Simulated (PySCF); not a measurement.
# AlH (SMILES [AlH]): M06-L/def2-TZVPPD

What is the energy change on altering one bond length of AlH at M06-L/def2-TZVPPD? Input form: a Python script.

Program for the calculation: PySCF 2.14.0.

3 further runs of the same task are left out: 3 set aside as unsound or not needed.

## 1. The system as given

The species is AlH (2 atoms), meant as a singlet with charge 0. As SMILES, `[AlH]`. The coordinates come from a PBE0-D4/def2-TZVP relaxation.

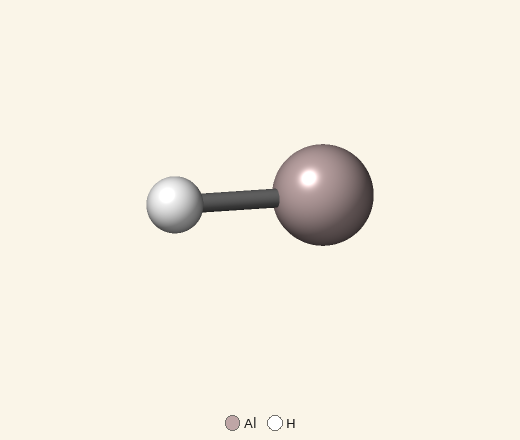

The structure, seen from a chosen angle (aluminium light grey, hydrogen white).

## 2. The energy at M06-L/def2-TZVPPD

job.py reads:

```python
from pyscf import gto, dft

mol = gto.M(
    atom=[
    ('Al', (-0.000000, 0.000000, -0.025640)),
    ('H', (0.000000, -0.000000, 1.639110)),
],
    charge=0,
    basis='def2-tzvppd',
    verbose=3,
    spin=0,
    max_memory=1860,
)

ks = dft.RKS(mol, xc='m06-l')
ks.grids.level = 5
ks.conv_tol = 1e-10
ks.kernel()
if not ks.converged:
    ks = ks.newton().run(ks.mo_coeff, ks.mo_occ)

e_tot = ks.e_tot
print('Final energy', e_tot)
```

The run is started by

```
OMP_NUM_THREADS=1 python job.py
```

The log of the run:

```text
converged SCF energy = -242.968028531326
Final energy -242.96802853132615
```

Wall time 5.1 s (1 thread of Arm Neoverse V2, shared host); peak memory 0.33 GiB.

## 3. The distorted shape

calc.py reads:

```python
from pyscf import gto, dft

mol = gto.M(
    atom='''
Al     0.000000     0.000000    -1.621366
H      0.000000     0.000000     3.097469
''',
    basis='def2-tzvppd',
    verbose=4,
    unit='bohr',
    max_memory=1860,
)

ks = dft.RKS(mol, xc='m06-l')
ks.conv_tol = 1e-10
ks.grids.level = 5
ks.kernel()
if not ks.converged:
    ks = ks.newton().run(ks.mo_coeff, ks.mo_occ)

etot = ks.e_tot
print('E(%s) = %.9f' % ('M06-L', etot))
```

The run is started by

```
OMP_NUM_THREADS=1 python calc.py
```

The log of the run:

```text
PySCF version 2.14.0

[INPUT] num. atoms = 2
[INPUT] num. electrons = 14
[INPUT] charge = 0
[INPUT] spin (= nelec alpha-beta = 2S) = 0
[INPUT] symmetry False subgroup None
[INPUT] Mole.unit = bohr
[INPUT] Symbol           X                Y                Z      unit          X                Y                Z       unit  Magmom
[INPUT]  1 Al     0.000000000000   0.000000000000  -0.857989937761 AA    0.000000000000   0.000000000000  -1.621366000000 Bohr   0.0
[INPUT]  2 H      0.000000000000   0.000000000000   1.639110006331 AA    0.000000000000   0.000000000000   3.097469000000 Bohr   0.0

nuclear repulsion = 2.75491726241752
number of shells = 23
number of NR pGTOs = 88
number of NR cGTOs = 65
basis = def2-tzvppd
ecp = {}

******** <class 'pyscf.dft.rks.RKS'> ********
method = RKS
initial guess = minao
damping factor = 0
level_shift factor = 0
DIIS = <class 'pyscf.scf.diis.CDIIS'>
diis_start_cycle = 1
diis_space = 8
diis_damp = 0
SCF conv_tol = 1e-10
SCF conv_tol_grad = None
SCF max_cycles = 50
direct_scf = True
direct_scf_tol = 1e-13
XC library pyscf.dft.libxc version 7.0.0
    S. Lehtola, C. Steigemann, M. J.T. Oliveira, and M. A.L. Marques.,  SoftwareX 7, 1–5 (2018)
XC functionals = m06-l
    Y. Zhao and D. G. Truhlar.,  Theor. Chem. Acc. 120, 215 (2008)
radial grids:
    Treutler-Ahlrichs [JCP 102, 346 (1995); DOI:10.1063/1.469408] (M4) radial grids

becke partition: Becke, JCP 88, 2547 (1988); DOI:10.1063/1.454033
pruning grids: <function nwchem_prune>
grids dens level: 5
symmetrized grids: False
atomic radii adjust function: <function treutler_atomic_radii_adjust>
small_rho_cutoff = 0
Set gradient conv threshold to 1e-05
Initial guess from minao.
tot grids = 66592
init E= -242.776464303314
  HOMO = -0.209653605505233  LUMO = -0.0784780648370794  gap/eV = 3.56947
cycle= 1 E= -242.864434047129  delta_E= -0.088  |g|= 0.275  |ddm|=  0.9
  HOMO = -0.138964888244844  LUMO = -0.13380967671694  gap/eV = 0.14028
cycle= 2 E= -242.685667868156  delta_E= 0.179  |g|= 0.471  |ddm|= 1.36
  HOMO = -0.173306305282949  LUMO = -0.0886054231579865  gap/eV = 2.30483
cycle= 3 E= -242.915687704348  delta_E= -0.23  |g|= 0.054  |ddm|= 0.974
  HOMO = -0.175820249878369  LUMO = -0.0949307308425243  gap/eV = 2.20112
cycle= 4 E= -242.917270797823  delta_E= -0.00158  |g|= 0.0218  |ddm|= 0.115
  HOMO = -0.178314883686312  LUMO = -0.0965614837140625  gap/eV = 2.22462
cycle= 5 E= -242.917364741626  delta_E= -9.39e-05  |g|= 0.00752  |ddm|= 0.0392
  HOMO = -0.177576793836204  LUMO = -0.0959230680303132  gap/eV = 2.22191
cycle= 6 E= -242.917385821401  delta_E= -2.11e-05  |g|= 0.000828  |ddm|= 0.0116
  HOMO = -0.177755955197677  LUMO = -0.0959203741942575  gap/eV = 2.22686
cycle= 7 E= -242.917385973737  delta_E= -1.52e-07  |g|= 0.00044  |ddm|= 0.00201
  HOMO = -0.177705361255653  LUMO = -0.0959558709862822  gap/eV = 2.22452
cycle= 8 E= -242.917386100183  delta_E= -1.26e-07  |g|= 6.54e-05  |ddm|= 0.00069
  HOMO = -0.177704899431916  LUMO = -0.095951763977648  gap/eV = 2.22462
cycle= 9 E= -242.91738610213  delta_E= -1.95e-09  |g|= 5.67e-06  |ddm|= 0.000174
  HOMO = -0.177707063442389  LUMO = -0.0959533387032098  gap/eV = 2.22463
cycle= 10 E= -242.917386102148  delta_E= -1.73e-11  |g|= 9.88e-07  |ddm|= 1.41e-05
  HOMO = -0.17770676101587  LUMO = -0.0959531166805247  gap/eV = 2.22463
Extra cycle  E= -242.917386102148  delta_E= 1.14e-13  |g|= 5.81e-07  |ddm|= 4.81e-06
converged SCF energy = -242.917386102148
E(M06-L) = -242.917386102
```

Wall time 5.1 s (1 thread of Arm Neoverse V2, shared host); peak memory 0.33 GiB.

## 4. What came out

At M06-L/def2-TZVPPD:

| quantity | value |
| --- | --- |
| first shape: total energy | -242.96803 Eh |
| first shape: dipole moment | 0.09 D |
| first shape: HOMO energy | -5.02 eV |
| first shape: LUMO energy | -2.12 eV |
| first shape: HOMO–LUMO gap | 2.90 eV |
| distorted shape: total energy | -242.91739 Eh |
| distorted shape: dipole moment | 3.58 D |
| distorted shape: HOMO energy | -4.84 eV |
| distorted shape: LUMO energy | -2.61 eV |
| distorted shape: HOMO–LUMO gap | 2.22 eV |
| energy change with the Al1–H2 bond stretched from 1.665 to 2.497 Å | 1.378 eV |

In words: One bond (distorted shape) is far stretched, which a spin-restricted single reference describes badly; a broken-symmetry solution may lie lower. With the Al1–H2 bond stretched from 1.665 to 2.497 Å the energy rises by 1.38 eV (133 kJ/mol). The first shape isn't relaxed at this level, so the change isn't measured from a minimum. A restricted reference can't describe the breaking bond well at this length.
